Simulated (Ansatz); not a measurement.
**Si$_{2}$Ge$_{3}$: density, localisation and related maps**

Input file:

```
crystal:
  lattice:
    - [-1.9078789007, 1.9094702115, 13.5042101116]
    - [1.9078789007, -1.9094702115, 13.5042101116]
    - [1.9078789007, 1.9094702115, -13.5042101116]
  atoms:
    - { symbol: Si, position: [0.6788457594, 0.4288457594, 0.25] }
    - { symbol: Si, position: [0.2737891597, 0.0237891597, 0.25] }
    - { symbol: Si, position: [0.3211542406, 0.5711542406, 0.75] }
    - { symbol: Si, position: [0.7262108403, 0.9762108403, 0.75] }
    - { symbol: Ge, position: [0.0775068749, 0.8275068749, 0.25] }
    - { symbol: Ge, position: [0.5258666852, 0.7758666852, 0.75] }
    - { symbol: Ge, position: [0.1294145159, 0.3794145159, 0.75] }
    - { symbol: Ge, position: [0.8705854841, 0.6205854841, 0.25] }
    - { symbol: Ge, position: [0.9224931251, 0.1724931251, 0.75] }
    - { symbol: Ge, position: [0.4741333148, 0.2241333148, 0.25] }
basis:
  ecutwfc: 420
kpoints:
  mp_grid: { grid: [12, 12, 12] }
hamiltonian:
  xc: pbe
scf:
  occupations: { method: gaussian, width: 0.01 }
output:
  forces: true
  stress: true
  eigenvalues: true
  write_density: true
  write_potential: true
  elf: true
  volumetric_format: npy
relax:
  adjacent_minimum: "off"
  f_tol: 0.01
  max_steps: 30
  cell: { stress_tol: 0.1, fix: [volume] }
```

Run with:

```sh
ansatz run input.yaml --threads 1 --pin off --max-ram 2560MiB --backend cpu --events-out ev --progress --plain --runs-dir out
```

Below, planes, directions and counts refer to the conventional cell (a = 3.82 Å, b = 3.82 Å, c = 27.00 Å, α = 90.00°, β = 90.00°, γ = 90.00°).

Space group Imma; a generated structure, not necessarily the stable one; changed on purpose from its base cell (volume × 0.88, shape and atoms relaxed); computed pressure about 12 GPa in this cell.

Level of theory: Ansatz 0.2.0, DFT PBE, scalar-relativistic, plane waves, PAW.

Core electrons are frozen (PAW), and the valence fields are smoothed inside the atomic spheres.

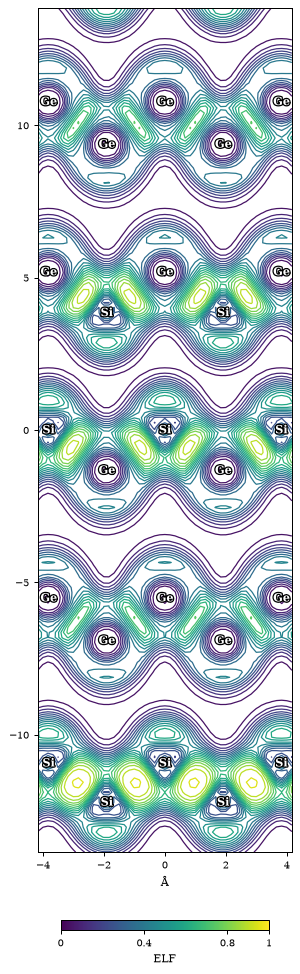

Figure 1. ELF on the (100) plane of the conventional cell.

### What do the fields say about this system?

The plane passes through Si and Ge nuclei. Si–Si (2.30 Å): the ELF peaks at about 0.95 between the atoms, as expected for a covalent bond. Si–Ge (2.33 Å): the ELF peaks at about 0.95 between the atoms; localised, covalent bonding. Ge–Ge (2.36 Å): the ELF peaks at about 0.75 between the atoms; a shared electron pair.

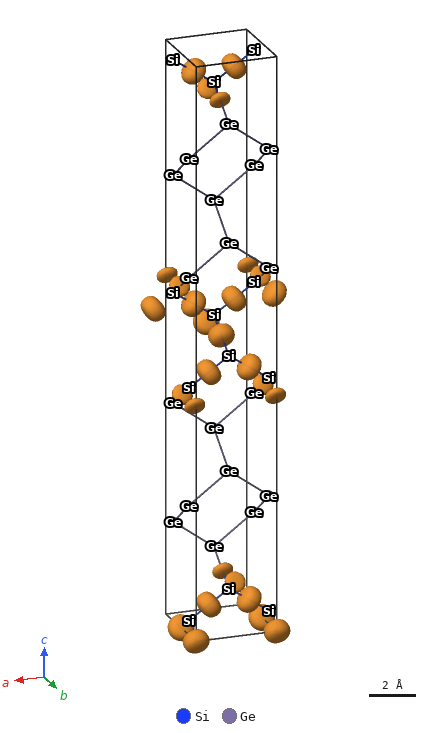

Figure 2. Isosurface of the electron localisation function at 0.85 (orange), seen at an oblique angle. Core shells and regions of very low density are left out. Sticks mark near contacts.

### What do the ELF domains correspond to?

The ELF exceeds this value in eight regions between bonded Ge–Si atoms (shared pairs) and twelve regions between bonded Si–Si atoms (shared pairs), counted in one cell of 20 atoms. Regions shared between cells count once.
